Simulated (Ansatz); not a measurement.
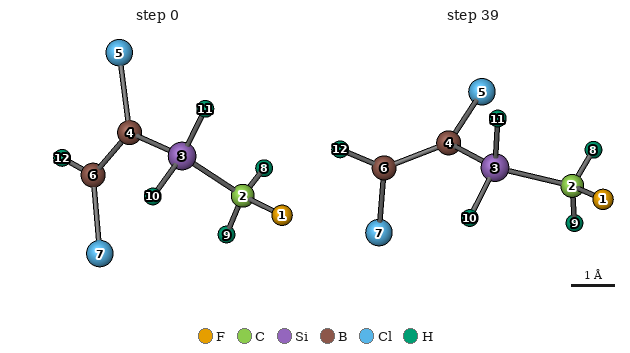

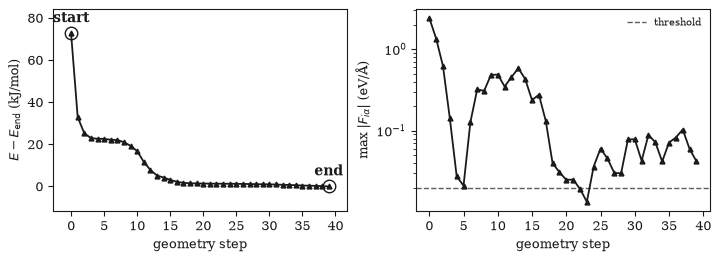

First and last geometry of a relaxation of CH₅B₂Cl₂FSi, with the history of the run. The picture is a ball-and-stick view, seen at a tilt.

The run prepares the start of a later molecular dynamics calculation, from a guessed geometry.

The calculation used RKS r2SCAN-D4/6-31G (Ansatz).

Input file:
```yaml
crystal:
  periodic: [false, false, false]
  atoms:
    - { symbol: F, position_ang: [1.5931, -2.3249, 1.2158] }
    - { symbol: C, position_ang: [0.5743, -1.302, 1.0944] }
    - { symbol: Si, position_ang: [0.4336, -0.7298, -0.6938] }
    - { symbol: B, position_ang: [-0.8411, 0.6353, -0.8548] }
    - { symbol: Cl, position_ang: [-2.3863, 0.2732, -1.9206] }
    - { symbol: B, position_ang: [-0.7795, 2.1148, -0.0987] }
    - { symbol: Cl, position_ang: [0.7363, 2.5384, 0.9051] }
    - { symbol: H, position_ang: [-0.3636, -1.6924, 1.4071] }
    - { symbol: H, position_ang: [0.852, -0.4248, 1.7869] }
    - { symbol: H, position_ang: [1.7604, -0.17, -1.0797] }
    - { symbol: H, position_ang: [0.1161, -1.8798, -1.5111] }
    - { symbol: H, position_ang: [-1.6181, 2.907, -0.2166] }
basis:
  gaussian: { orbitals: "6-31G" }
hamiltonian:
  xc: r2scan
  dispersion: d4
relax:
  f_tol: 0.02
  max_steps: 40
output:
  orbitals: {}
```

Command:
```bash
ansatz run input.yaml --threads 2 --pin off --max-ram 3072MiB --backend cpu --events-out ev --progress --plain --runs-dir out
```

Did the run converge, and what did it change?

The relaxation stopped without meeting its thresholds, so the last structure isn't shown to be converged. It used up its limit of 40 steps. After 39 geometry steps the energy has fallen by 72.8 kJ/mol. The largest force component goes from 2.4 to 0.042 eV/Å. The forces were under the threshold at step 22, but the run went on from there. The atom that moves furthest after the best rigid fit is Cl5 (1.94 Å). By element the largest moves are Cl 1.94 Å, H 1.74 Å, B 0.65 Å, F 0.56 Å, C 0.45 Å, Si 0.29 Å. Some distances before and after: Si3–B4 1.875 → 2.038 Å, B4–Cl5 1.912 → 1.821 Å, Si3–H11 1.446 → 1.508 Å, C2–Si3 1.883 → 1.940 Å. Bond angles that change, for instance: B4–Si3–H10 108.0° → 112.7°, B4–B6–H12 122.3° → 126.9°, B4–Si3–H11 112.4° → 108.4°. Groups turn about B4–B6 by about 90°, Si3–B4 by about 70°. Cost: 6.4 min on 2 threads of Arm Neoverse N1, with other jobs on the host, peak memory 0.21 GiB.

Limits of the set-up: the basis has no polarisation functions, which atoms past neon need.
